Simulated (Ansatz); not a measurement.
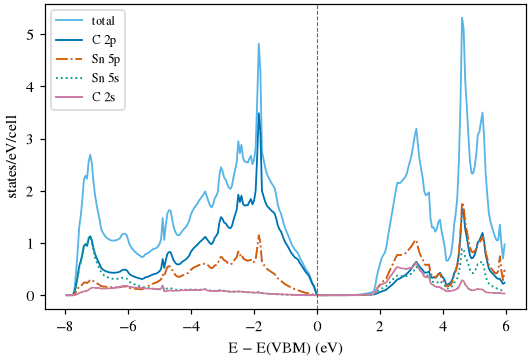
Figure. Total and projected density of states of SnC (wurtzite, P6_3mc), DFT-PBEsol in the program Ansatz with PAW potentials

Task: Which orbitals carry the states next to the gap?

Result: Top 1 eV of the valence band: C 2p 84 %, Sn 5p 12 %. Bottom 1 eV of the conduction band: C 2s 33 %, Sn 5p 27 %, Sn 5s 21 %, C 2p 12 %, outside the projected shells 6 %. Projections are on Löwdin-orthogonalised atomic valence shells; empty p or d shells of many metals are not among them.

Task: Where is the tallest occupied peak in this window, and what makes it?

Result: Near -1.8 eV, about 4.8 states/eV per cell; the largest projected share is C 2p.

The start of the workflow was typed in or built on a structure type; neither database checked (COD, Materials Project) lists it. Whether it is the stable phase at ambient conditions was not checked. The PBEsol relaxation kept the symmetry of its start; whether a distortion lowers the energy is not shown. Its formation energy is positive at this level, so the cell may be metastable or incomplete. Spin–orbit coupling is left out wherever it is not named.

Potentials: the later of the program's two PAW sets.
